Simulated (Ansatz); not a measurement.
```
CELL_PARAMETERS angstrom
6.05794 0.00000 0.00000
-3.02897 5.24633 0.00000
0.00000 0.00000 13.77020
ATOMIC_POSITIONS crystal
Cd 0.66667 0.33333 0.20018
Cd 0.33333 0.66667 0.53351
Cd 0.00000 0.00000 0.86684
Cd 0.33333 0.66667 0.29982
Cd 0.00000 0.00000 0.63316
Cd 0.66667 0.33333 0.96649
Cd 0.00000 0.00000 0.13316
Cd 0.66667 0.33333 0.46649
Cd 0.33333 0.66667 0.79982
Cd 0.33333 0.66667 0.03351
Cd 0.00000 0.00000 0.36684
Cd 0.66667 0.33333 0.70018
H 0.11880 0.33333 0.08333
H 0.78547 0.66667 0.41667
H 0.45214 0.00000 0.75000
H 0.66667 0.78547 0.08333
H 0.33333 0.11880 0.41667
H 0.00000 0.45214 0.75000
H 0.21453 0.88120 0.08333
H 0.88120 0.21453 0.41667
H 0.54786 0.54786 0.75000
H 0.54786 0.00000 0.25000
H 0.21453 0.33333 0.58333
H 0.88120 0.66667 0.91667
H 0.00000 0.54786 0.25000
H 0.66667 0.88120 0.58333
H 0.33333 0.21453 0.91667
H 0.45214 0.45214 0.25000
H 0.11880 0.78547 0.58333
H 0.78547 0.11880 0.91667
```

Space group R-3c; started from the corundum_167 prototype, which need not be the ambient phase.

These are results of DFT PBE, scalar-relativistic, plane waves, PAW (Ansatz 0.2.0), not measurements.

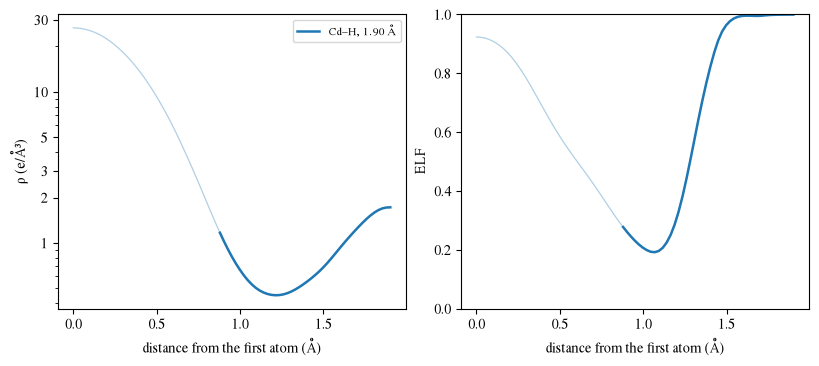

Cd$_{2}$H$_{3}$. Valence charge density (pseudo) and ELF along straight lines between neighbouring atoms. Thin, pale parts lie inside the atomic spheres.

Core electrons are frozen (PAW), and the valence fields are smoothed inside the atomic spheres.

### What can be read from the curves?

Cd–H (1.90 Å): the density is about 0.81 e/Å³ at the midpoint; the ELF climbs to about 1 towards the hydrogen.
